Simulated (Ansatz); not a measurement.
## Electronic structure of GaH₄OSi₂ (SMILES [SiH3][SiH][O][Ga]) (doublet) in real space

Input file:

```
crystal:
  periodic: [false, false, false]
  atoms:
    - {symbol: Ga, position_ang: [1.298483, -1.827867, -1.273668]}
    - {symbol: O, position_ang: [0.988671, -0.743153, 0.181244]}
    - {symbol: Si, position_ang: [-0.536756, 2.087512, 1.038382]}
    - {symbol: Si, position_ang: [0.737037, 0.183649, 1.528972]}
    - {symbol: H, position_ang: [0.091107, 2.970003, 0.002642]}
    - {symbol: H, position_ang: [-0.724330, 2.890568, 2.286096]}
    - {symbol: H, position_ang: [2.053891, 0.553530, 2.154513]}
    - {symbol: H, position_ang: [-1.882665, 1.679188, 0.532316]}
basis:
  gaussian:
    orbitals: def2-TZVPD
magnetization:
  spin_polarized: true
  initial_magnetization: 1
hamiltonian:
  xc: {name: PBE0}
output:
  forces: true
  orbitals: {seedname: orbitals}
```

Command:

```sh
ansatz run input.yaml --threads 2 --pin off --max-ram 4350MiB --events-out events.jsonl --progress --plain --runs-dir runs
```

Geometry: PBE0-D3(BJ)/pcseg-1.

Theory: Ansatz 0.2.0, isolated molecule in a Gaussian basis; Kohn-Sham density functional theory, functional PBE0.

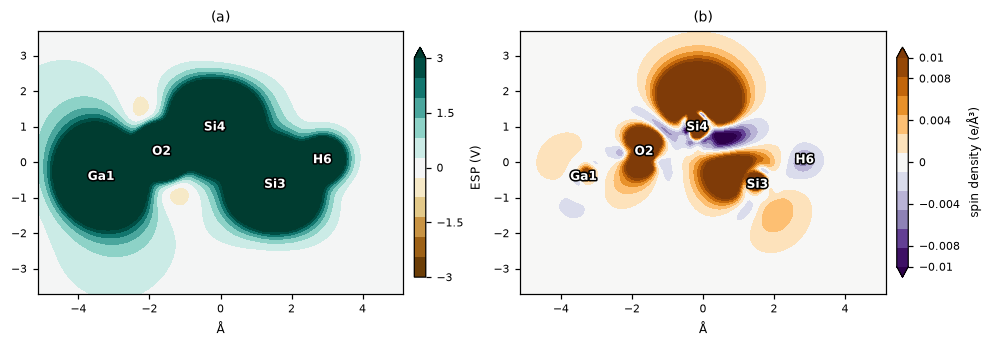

Figure 1. (a) electrostatic potential; (b) spin density on the plane of atoms O2, Si4 and Si3.

Question: What do the fields say about this system?

Answer: The plane passes through Ga, O, Si and H nuclei.
The unpaired spin (1 electron) lies mostly on Si4 (about 0.7), Si3 (about 0.1) and O2 (about 0.1), in electrons by Hirshfeld's partition.
Outside the dense part of the molecule the potential is most negative (−0.5 V) near O2.

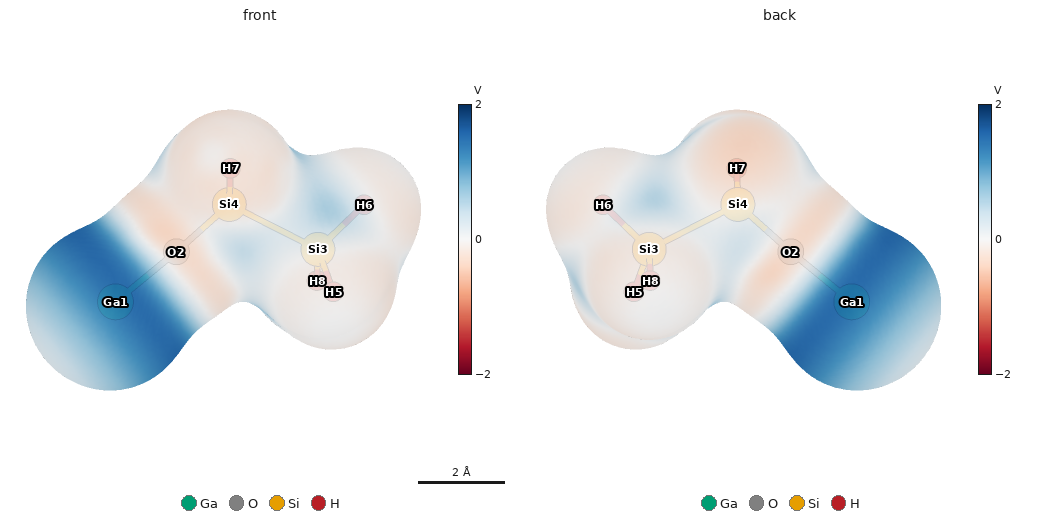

Figure 2. The molecular electrostatic potential painted on the density surface at 0.002 e/bohr³, seen from the front and from behind; the colour scale runs from red (negative) to blue (positive).

Question: Where is the surface potential most negative and most positive?

Answer: The most negative region (about −0.4 V) lies over H7, the most positive (about +1.6 V) over Ga1.

Question: What dipole moment does the calculation give?

Answer: Its dipole moment is 2.14 D.

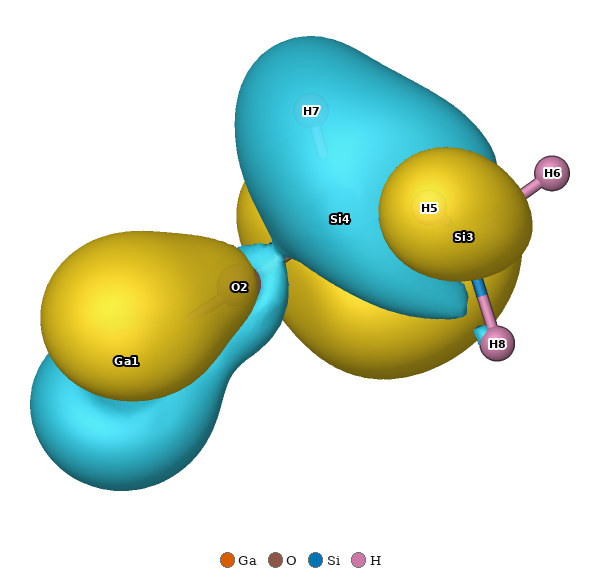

Figure 3. One frontier orbital at ±0.06 Å⁻³ᐟ² (yellow and cyan are the two phases), seen at a tilt.

Question: Which orbital is it: HOMO (β) or LUMO (β)?

Answer: The LUMO (β), at −2.10 eV. It lies mainly on Si4 (about 60 %), Ga1 (about 15 %) and Si3 (about 15 %).
